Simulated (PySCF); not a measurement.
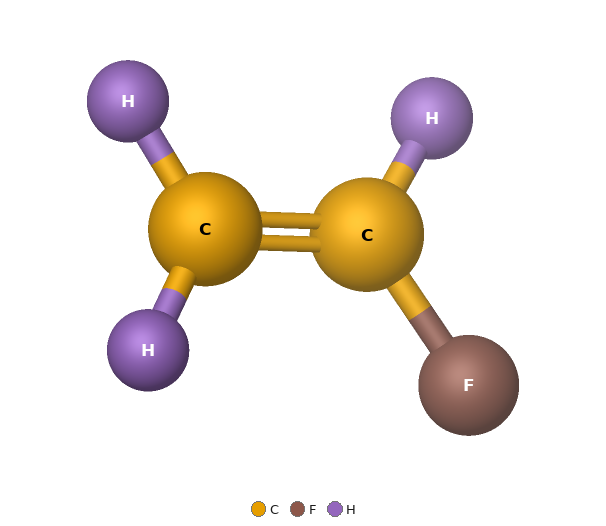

The picture shows a molecular structure as a ball-and-stick model.

The computed structure is the end point of a PBE0-D3(BJ)/def2-SVP optimisation. No frequency run is at hand to confirm it as a minimum.

Question: What is the molecular formula?

Answer: C2H3F, 6 atoms: 2 carbon, 3 hydrogen and 1 fluorine.

Question: Count the bonded pairs by element.

Answer: 3 C–H, 1 C–C, 1 C–F.

Question: How many sets of symmetry-equivalent atoms are there?

Answer: 6: 1 C, 1 C, 1 F, 1 H, 1 H, 1 H.

Question: Write the SMILES.

Answer: C=CF

More results for the same structure follow; atom numbers are the same in all pictures, views and colours differ.

**Geometry**

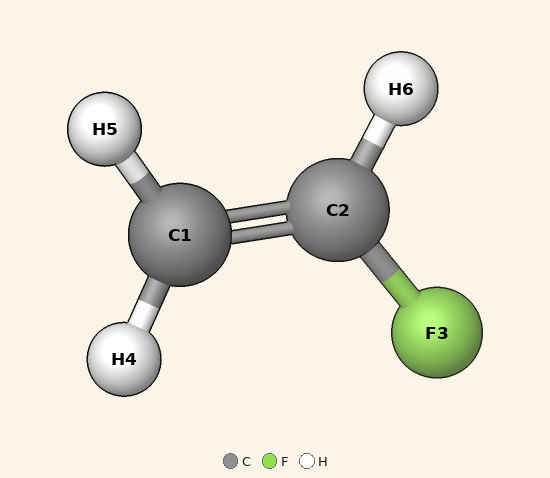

No frequency run is at hand to confirm it as a minimum.

Give these bond angles: C2–C1–H4, C2–C1–H5, H4–C1–H5, C1–C2–F3, C1–C2–H6, F3–C2–H6.

```json
{"angle": "C2–C1–H4", "degrees": "121.2"}
{"angle": "C2–C1–H5", "degrees": "119.5"}
{"angle": "H4–C1–H5", "degrees": "119.3"}
{"angle": "C1–C2–F3", "degrees": "122.9"}
{"angle": "C1–C2–H6", "degrees": "124.8"}
{"angle": "F3–C2–H6", "degrees": "112.3"}
```

**Spin–spin coupling**

No frequency run is at hand to confirm it as a minimum. Properties computed with B3LYP/pcJ-1 indirect spin-spin coupling, non-relativistic, gas phase (PySCF 2.14.0). Isotopes: 13C, 19F, 1H.

Give the spin–spin coupling constants of these pairs, with the number of bonds between them: C1/H5, C1/F3, F3/H6, F3/H5, F3/H4.

```tsv
pair	bonds apart	J (Hz)
C1, H5	1	174.6
C1, F3	2	8.0
F3, H6	2	89.9
F3, H5	3	46.7
F3, H4	3	16.9
```

Density functionals are unreliable for couplings to fluorine, so those rows may be far off.

**NMR shielding**

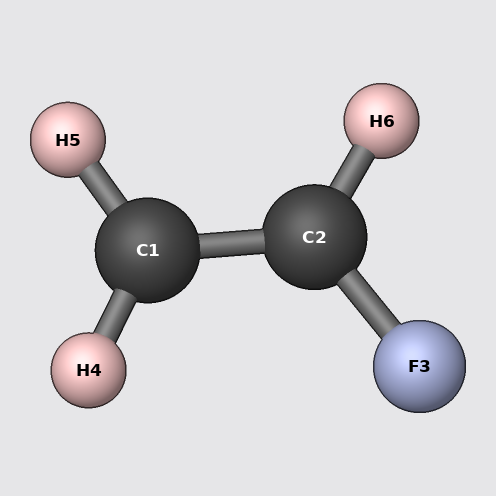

No frequency run is at hand to confirm it as a minimum. Method: GIAO PBE0/pcSseg-1 NMR shielding, non-relativistic, gas phase (PySCF 2.14.0). Principal shieldings σ11 ≤ σ22 ≤ σ33, span Ω = σ33 − σ11, skew κ = 3(σiso − σ22)/Ω.

Question: Which C atom has the most anisotropic shielding?

Answer: C1, with a span of 186 ppm.

Give the shielding tensors of the C atoms.

| atom | σ11 | σ22 | σ33 | σiso | Ω | κ |
| --- | --- | --- | --- | --- | --- | --- |
| C1 | −24.6 | 116.1 | 161.3 | 84.3 | 185.9 | −0.51 |
| C2 | −87.5 | 67.5 | 81.0 | 20.3 | 168.6 | −0.84 |

Shieldings and span in ppm.

**Electronic properties**

No frequency run is at hand to confirm it as a minimum. Method: B3LYP/pcJ-1, gas phase (PySCF 2.14.0).

Question: What is the HOMO energy (Kohn–Sham orbital)?

Answer: −7.44 eV.

Question: Estimate the dipole moment.

Answer: 1.35 D.

Question: What is the LUMO energy (Kohn–Sham orbital)?

Answer: 0.08 eV.
